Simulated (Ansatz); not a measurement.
# AlNH (doublet): trial inputs and their diagnosis at distance N2–H3 = 0.828 Å

3 inputs are run for AlNH (doublet) as typed; the log has to tell whether the result can be used and what must change.

Program: Ansatz 0.2.0, Gaussian basis. Level of theory: the settings change from run to run. These are calculated values, not measurements.

18 further runs of the same task are left out: 1 for a mislabelled method, 1 for a known fault of the program, 15 that didn't finish, 1 set aside as unsound or not needed.

**1. What is computed**

The geometry derives from a PBE0/def2-TZVP stationary point (not a proven minimum). One bond is set to the value named and the two fragments are kept rigid.

3 atoms, charge 0, spin multiplicity 2.

Atoms are counted from 1 here; the program's logs count them from 0.

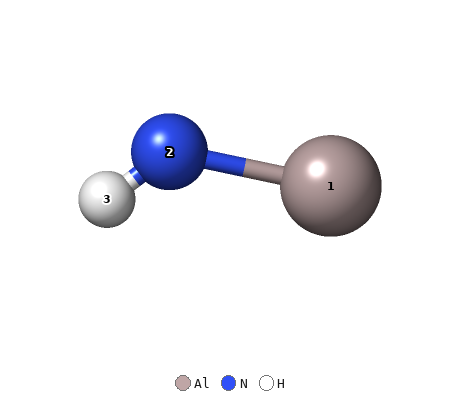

The structure; aluminium light grey, nitrogen blue, hydrogen white; atoms are numbered from 1 in the order of the file.

Coordinates:

```xyz
3
AlHN
Al    0.0000    0.0359    0.6333
N     0.0000   -0.1035   -1.0985
H     0.0000    0.4783   -1.6876
```

**2. Try 1**

in.yaml reads:

```yaml
crystal:
  periodic: [false, false, false]
  atoms:
    - {symbol: Al, position_ang: [0.000000, 0.035852, 0.633310]}
    - {symbol: N, position_ang: [0.000000, -0.103485, -1.098520]}
    - {symbol: H, position_ang: [0.000000, 0.478347, -1.687634]}
basis:
  gaussian: {orbitals: def2-mTZVP}
magnetization: {spin_polarized: false, initial_magnetization: 1}
correlation: {active_space: {window: {electrons: 1, orbitals: 3}, states: [{multiplicity: 2, weights: [1, 0.5, 1, 0.5]}]}}
```

Started as:

```sh
$ ansatz run in.yaml --threads 1 --pin off --events-out ev --progress --plain --max-ram 2393MiB
```

Log:

```text
Functional definition: HF
  name "HF"
  cite "Fock, Z. Phys. 61, 126 (1930) doi:10.1007/BF01340294"
  parent pbe
  exchange = exact_x
  correlation = 0
660 factors; integrals over basis functions are off by at most 1.9e-7 eV
mean field evaluation 1: about -8070.0627 eV, gradient 5.1e1 eV
mean field evaluation 2: about -8070.0873 eV, gradient 5.1e1 eV
mean field evaluation 4: about -8077.0619 eV, gradient 7.7e0 eV
mean field evaluation 8: about -8077.3825 eV, gradient 2.3e0 eV
mean field evaluation 16: about -8078.1965 eV, gradient 3.4e-3 eV
mean field evaluation 32: about -8078.3456 eV, gradient 8.3e-2 eV
mean field evaluation 64: about -8073.0860 eV, gradient 2.1e-4 eV
mean field evaluation 96: about -8073.0993 eV, gradient 2.8e-1 eV
mean field evaluation 128: about -8078.3452 eV, gradient 4.0e-2 eV
mean field evaluation 160: about -8078.1808 eV, gradient 1.6e0 eV
mean field evaluation 192: about -8077.2729 eV, gradient 6.8e-1 eV
mean field evaluation 224: about -8077.3150 eV, gradient 6.7e-1 eV
mean field evaluation 256: about -8077.3229 eV, gradient 6.6e-1 eV
mean field evaluation 288: about -8078.1965 eV, gradient 2.0e-6 eV
mean field -8078.34596787 eV, -296.8737386197 hartree, gradient 4.2e-6 eV, S^2 0.750000; 10 other end points of the search recorded, 0 dependent functions left out
reference -8078.34596787 eV, -296.8737386197 hartree; 11, 10 occupied and 33, 34 virtual orbitals, 660 factors
Error: 4 states are sought, and the space of determinants holds 3 states of this symmetry and spin
```

Run time: 2.6 s. Hardware: 1 thread of Arm Neoverse V1, shared host.

Diagnosis: The run stopped with an error. It says: «4 states are sought, and the space of determinants holds 3 states of this symmetry and spin». Cure: ask for fewer states or enlarge the space.

**3. Try 2**

in.yaml reads:

```yaml
crystal:
  periodic: [false, false, false]
  atoms:
    - {symbol: Al, position_ang: [0.000000, 0.035852, 0.633310]}
    - {symbol: N, position_ang: [0.000000, -0.103485, -1.098520]}
    - {symbol: H, position_ang: [0.000000, 0.478347, -1.687634]}
basis:
  gaussian: {orbitals: 6-31G}
magnetization: {spin_polarized: false, initial_magnetization: 1}
correlation: {active_space: {ras: {orbitals: [10, 1, 13], electrons: 41, max_holes: 2, max_particles: 2}, fixed_orbitals: true}}
```

Same command.

Log:

```text
Functional definition: HF
  name "HF"
  cite "Fock, Z. Phys. 61, 126 (1930) doi:10.1007/BF01340294"
  parent pbe
  exchange = exact_x
  correlation = 0
302 factors; integrals over basis functions are off by at most 2.7e-4 eV
mean field evaluation 1: about -8068.9479 eV, gradient 4.5e1 eV
mean field evaluation 2: about -8068.9510 eV, gradient 4.5e1 eV
mean field evaluation 4: about -8075.2936 eV, gradient 5.0e0 eV
mean field evaluation 8: about -8075.3995 eV, gradient 3.1e0 eV
mean field evaluation 16: about -8076.4114 eV, gradient 1.6e-3 eV
mean field evaluation 32: about -8076.4386 eV, gradient 1.9e-3 eV
mean field evaluation 64: about -8076.4118 eV, gradient 5.3e-2 eV
mean field evaluation 96: about -8076.4267 eV, gradient 3.1e-1 eV
mean field evaluation 128: about -8076.4107 eV, gradient 2.1e-1 eV
mean field evaluation 160: about -8075.3762 eV, gradient 2.6e0 eV
mean field -8076.43857016 eV, -296.8036430465 hartree, gradient 2.5e-8 eV, S^2 0.750000; 10 other end points of the search recorded, 0 dependent functions left out
reference -8076.43857016 eV, -296.8036430465 hartree; 11, 10 occupied and 13, 14 virtual orbitals, 302 factors
Error: 41 electrons in 24 orbitals form no window around the highest filled level of the reference
```

Wall time 0.54 s (1 thread of Arm Neoverse V1, shared host).

Diagnosis: The run stopped with an error. The electron count of the restricted space is wrong. Fix: count the correlated electrons again.

**4. Try 3**

in.yaml reads:

```yaml
crystal:
  periodic: [false, false, false]
  atoms:
    - {symbol: Al, position_ang: [0.000000, 0.035852, 0.633310]}
    - {symbol: N, position_ang: [0.000000, -0.103485, -1.098520]}
    - {symbol: H, position_ang: [0.000000, 0.478347, -1.687634]}
basis:
  gaussian: {orbitals: 6-31G}
magnetization: {spin_polarized: false, initial_magnetization: 1}
correlation: {method: fic_mrcisd_q, electrons: outside_noble_gas, active_space: {window: {electrons: 2, orbitals: 200}}}
scf: {lower_state_search: light}
```

The command is unchanged.

Log:

```text
Functional definition: HF
  name "HF"
  cite "Fock, Z. Phys. 61, 126 (1930) doi:10.1007/BF01340294"
  parent pbe
  exchange = exact_x
  correlation = 0
302 factors; integrals over basis functions are off by at most 2.7e-4 eV
mean field evaluation 1: about -8068.9479 eV, gradient 4.5e1 eV
mean field evaluation 2: about -8068.9510 eV, gradient 4.5e1 eV
mean field evaluation 4: about -8075.2936 eV, gradient 5.0e0 eV
mean field evaluation 8: about -8075.3995 eV, gradient 3.1e0 eV
mean field evaluation 16: about -8076.4114 eV, gradient 1.6e-3 eV
mean field evaluation 32: about -8076.4386 eV, gradient 1.9e-3 eV
mean field evaluation 64: about -8076.4114 eV, gradient 1.9e-4 eV
mean field evaluation 96: about -8076.4323 eV, gradient 1.5e-1 eV
mean field evaluation 128: about -8076.4114 eV, gradient 1.5e-3 eV
mean field evaluation 160: about -8075.3367 eV, gradient 2.6e0 eV
mean field -8076.43857016 eV, -296.8036430465 hartree, gradient 1.8e-6 eV, S^2 0.750000; 10 other end points of the search recorded, 0 dependent functions left out
reference -8076.43857016 eV, -296.8036430465 hartree; 11, 10 occupied and 13, 14 virtual orbitals, 302 factors
Error: 2 electrons in 200 orbitals form no window around the highest filled level of the reference
```

Wall time 0.51 s (1 thread of Arm Neoverse V1, shared host).

**Diagnosis.** The run stopped with an error. The active window can't be built from these electrons and orbitals. Fix: choose counts that fit the spin, the electrons and the basis.

**5. Summary**

| try | level | ended | cause | time |
| --- | --- | --- | --- | --- |
| 1 | CASSCF(1,3)/def2-mTZVP | stopped by an error | 4 states are sought, and the space of determinants holds 3 states of this symmetry and spin | 2.6 s |
| 2 | CISD/6-31G | stopped by an error | the electron count of the restricted space is wrong | 0.54 s |
| 3 | MRCISD+Q(2,200)/6-31G | stopped by an error | the active window can't be built from these electrons and orbitals | 0.51 s |

3 stopped by an error.
